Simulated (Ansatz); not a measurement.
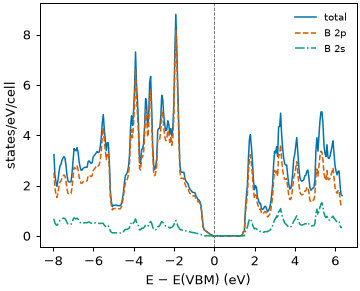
Figure: Total and projected density of states of B (α-B12, space group No. 166), LDA in the plane-wave PAW code Ansatz

Problem. Which orbitals carry the states next to the gap?

Solution. Top 1 eV of the valence band: B 2p 94 %, B 2s 5 %. Bottom 1 eV of the conduction band: B 2p 81 %, B 2s 16 %. Projections are on Löwdin-orthogonalised atomic valence shells; empty p or d shells of many metals are not among them.

Problem. Where is the tallest occupied peak in this window, and what makes it?

Solution. Near -1.9 eV, about 8.8 states/eV per cell; the largest projected share is B 2p.

Space group R-3m (α-B12). The cell was relaxed with LDA under the symmetry of its start.

Potentials: the later of the program's two PAW sets.
